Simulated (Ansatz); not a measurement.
## Electronic structure of C₃H₆F (SMILES C[C](C)F) (doublet) in real space

```yaml
atoms:
  - { symbol: C, position_ang: [-0.8644, -0.1697, -1.2338] }
  - { symbol: C, position_ang: [-0.0946, 0.3716, -0.0798] }
  - { symbol: C, position_ang: [-0.5445, 0.2968, 1.3378] }
  - { symbol: F, position_ang: [1.2568, 0.2356, -0.2232] }
  - { symbol: H, position_ang: [-0.8244, -1.2730, -1.2804] }
  - { symbol: H, position_ang: [-1.9181, 0.1194, -1.1638] }
  - { symbol: H, position_ang: [-0.4615, 0.2083, -2.1805] }
  - { symbol: H, position_ang: [-1.5962, 0.5889, 1.4243] }
  - { symbol: H, position_ang: [-0.4471, -0.7229, 1.7524] }
  - { symbol: H, position_ang: [0.0549, 0.9613, 1.9708] }
```

Geometry: B3LYP/6-31G*.

The calculation used isolated molecule in a Gaussian basis; Kohn-Sham density functional theory, functional PBE0 in Ansatz.

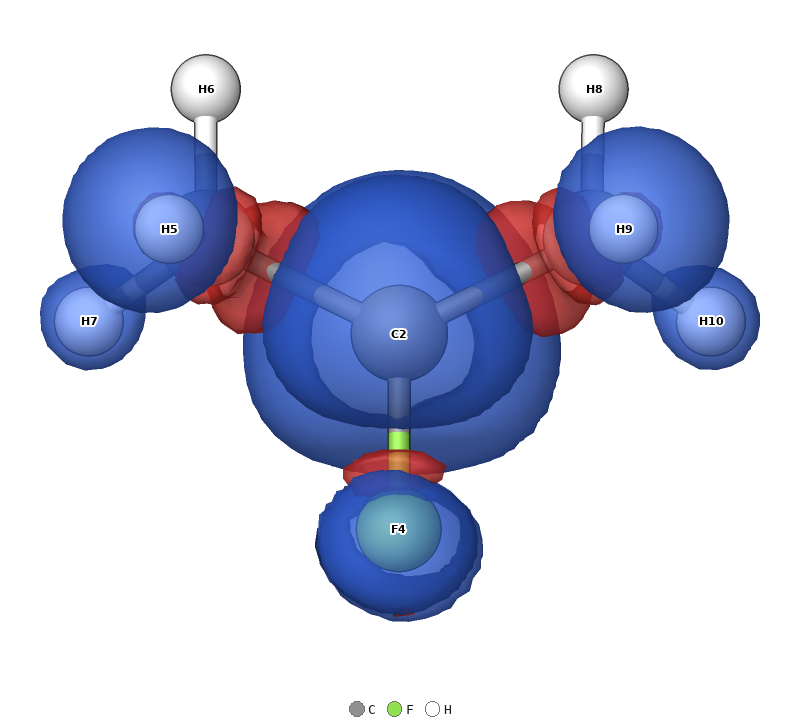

Figure 1. Isosurfaces of the spin density at +0.015 (blue) and −0.015 e/Å³ (red), seen across its widest extent.

### Which atoms carry the spin?

The unpaired spin (1 electron) lies mostly on C2 (about 0.7) and F4 (about 0.1), in electrons by Hirshfeld's partition.

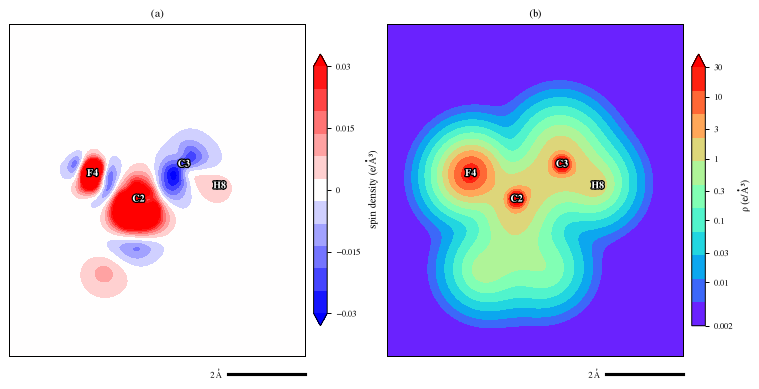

Figure 2. (a) spin density (α minus β); (b) electron density on the plane of atoms C3, C2 and F4.

### What does the map show?

- Atoms in the plane: C, F and H.
- C–F (1.37 Å): the density is about 2.2 e/Å³ at the midpoint, with its minimum of 1.7 e/Å³ about 0.5 Å from C.
- C–C (1.49 Å): ρ is about 1.8 e/Å³ halfway.
- C–H (1.09 Å): the density is about 2 e/Å³ at the midpoint.

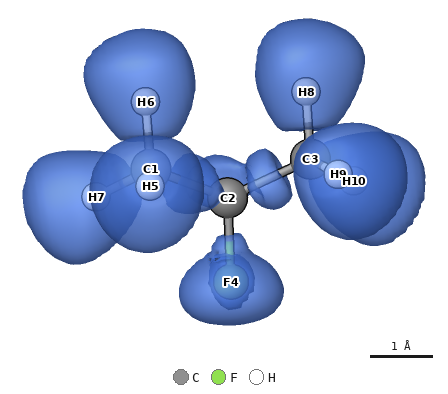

Figure 3. Isosurface of the ELF at 0.75 (blue), seen at a tilt. Core shells and regions of very low density are left out.

### What do the ELF domains correspond to?

The surface consists of six regions around hydrogen nuclei, one region on C in which the atom's valence shell and bonds are merged and one region on F in which the atom's valence shell and bonds are merged. Along the contacts the grid gives the following. C–F (1.37 Å): the ELF peaks at about 0.80 between the atoms (a polar covalent bond). C–C (1.49 Å): the ELF peaks at about 0.95 between the atoms (a covalent bond).
